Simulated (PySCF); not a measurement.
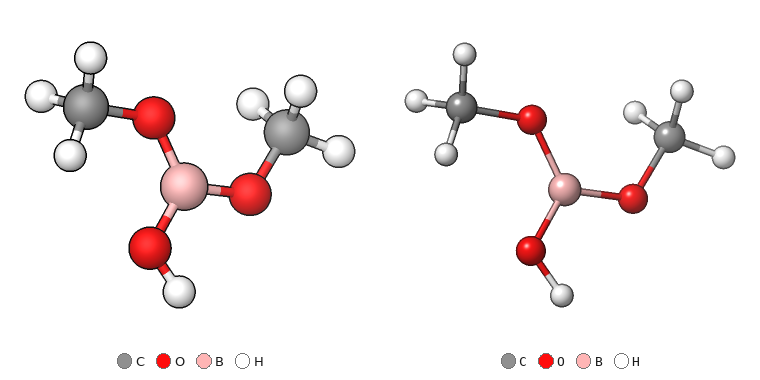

Both panels show the same species.

The computed structure is the end point of a PBE0-D3(BJ)/def2-SVP optimisation. No frequency run is at hand to confirm it as a minimum.

Describe the molecule.

Formula C₂H₇BO₃. SMILES: `COB(O)OC`. It has no ring. Coordination: 2 C tetrahedral; 3 O bent; 1 B trigonal planar.

The parts below concern this one geometry. Atoms keep their numbers from picture to picture.

### Geometry

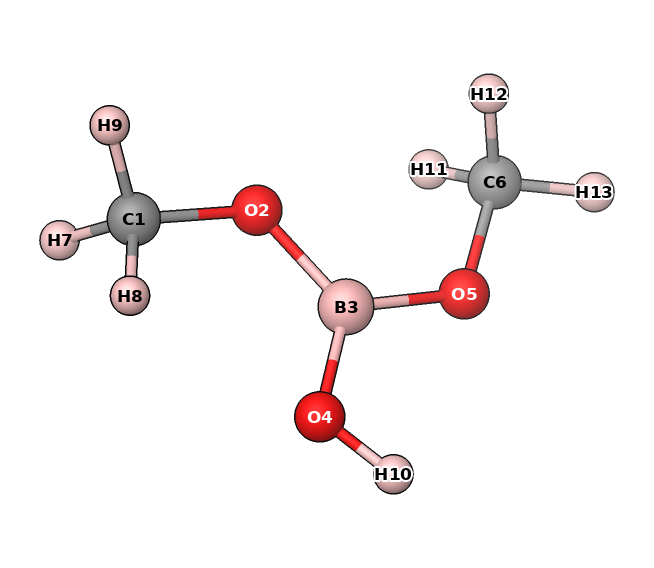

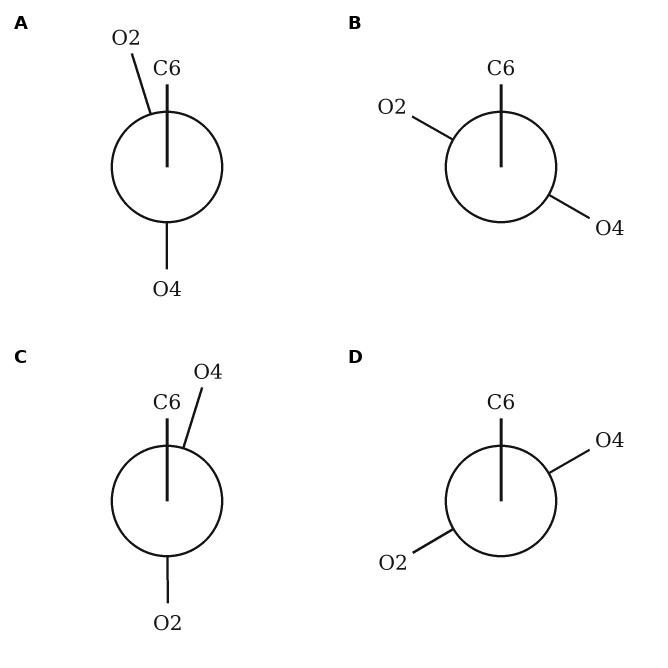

Distant atoms are faded towards the background colour. Bonds that would overlap in a projection are set slightly apart. No frequency run is at hand to confirm it as a minimum.

**Which Newman projection shows the view along O5–B3, with O5 in front?**

A. The torsion angle C6–O5–B3–O2 is 0°, synperiplanar (eclipsed).

### Spin–spin coupling

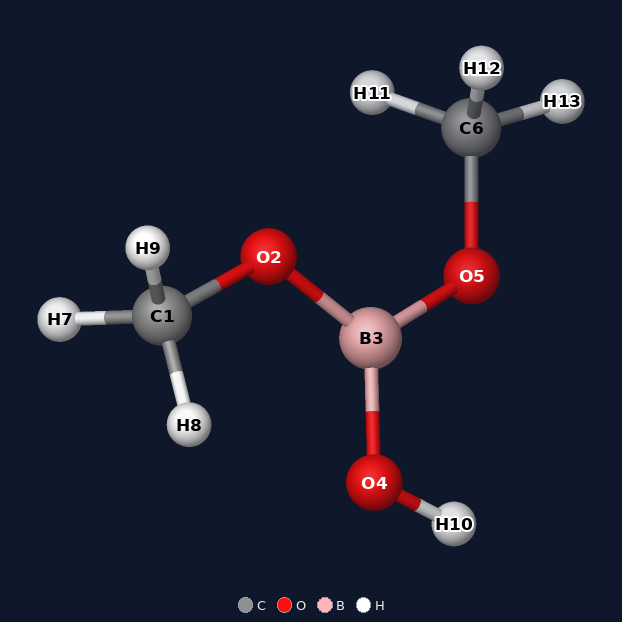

No frequency run is at hand to confirm it as a minimum. Properties computed with B3LYP/pcJ-1 indirect spin-spin coupling, non-relativistic, gas phase (PySCF 2.14.0). Isotopes: 11B, 13C, 1H, 17O.

Give the spin–spin coupling constants of these pairs, with the number of bonds between them: O2/B3, B3/O5, B3/C6, B3/H10, B3/H8, B3/H9, B3/H12, B3/H13, B3/H11.

```csv
pair,bonds apart,J (Hz)
"O2, B3",1,−20.9
"B3, O5",1,−19.0
"B3, C6",2,−0.8
"B3, H10",2,−3.5
"B3, H8",3,3.6
"B3, H9",3,4.3
"B3, H12",3,0.6
"B3, H13",3,7.4
"B3, H11",3,0.5
```

### Electronic properties

No frequency run is at hand to confirm it as a minimum. Level of theory: CAM-B3LYP/def2-SVPD in acetone (IEF-PCM) (PySCF 2.14.0). Excitations: vertical, linear response.

What does the calculation give?

- dipole moment: 0.40 D
- HOMO energy (Kohn–Sham orbital): −9.76 eV
- LUMO energy (Kohn–Sham orbital): 0.79 eV
- HOMO–LUMO gap: 10.55 eV
- mean static polarisability: 63.5 bohr³
- lowest vertical singlet excitation: 7.58 eV
- its oscillator strength: 0.001
- brightest of the 6 lowest singlets: 8.77 eV
- its oscillator strength: 0.03

### NMR shielding

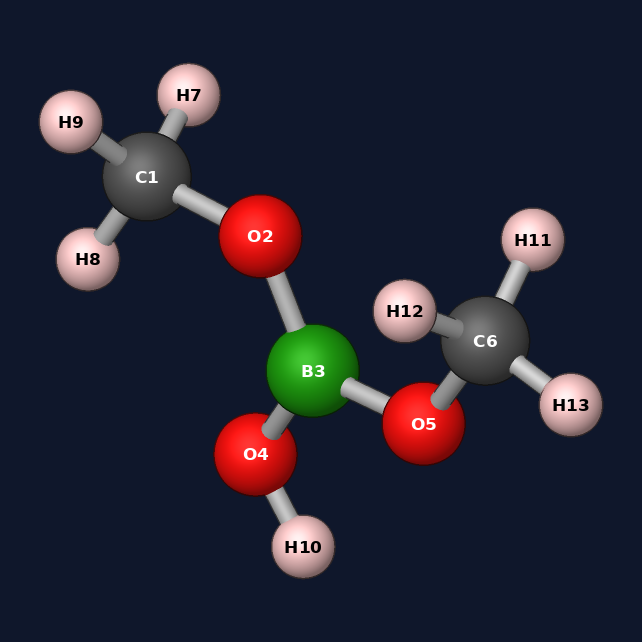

No frequency run is at hand to confirm it as a minimum. Properties computed with GIAO PBE0/pcSseg-1 NMR shielding, non-relativistic, gas phase (PySCF 2.14.0). Principal shieldings σ11 ≤ σ22 ≤ σ33, span Ω = σ33 − σ11, skew κ = 3(σiso − σ22)/Ω.

**Which O atom has the most anisotropic shielding?**

O2, with a span of 179 ppm.

Give the shielding tensors of the O atoms.

```
atom    σ11    σ22    σ33   σiso      Ω      κ
  O2  171.2  305.0  349.8  275.4  178.6  −0.50
  O4  183.2  285.4  291.6  253.4  108.3  −0.89
  O5  171.9  325.3  327.1  274.7  155.2  −0.98
```

Shieldings and span in ppm.

### Quadrupole coupling

No frequency run is at hand to confirm it as a minimum. Electric field gradients from the ground-state density, PBE0/pcSseg-1 in acetone (IEF-PCM) (PySCF 2.14.0), non-relativistic apart from any core potentials.

Give the largest field-gradient component, the quadrupole coupling constant and the asymmetry for 17O at O2 (Q = −25.6 mb), 11B at B3 (Q = 40.59 mb), 17O at O4 (Q = −25.6 mb), 17O at O5 (Q = −25.6 mb).

```csv
atom,V_zz (a.u.),e²qQ/h (MHz),η
O2,1.632,−9.82,0.18
B3,0.268,2.56,0.04
O4,1.352,−8.13,0.39
O5,1.638,−9.85,0.25
```
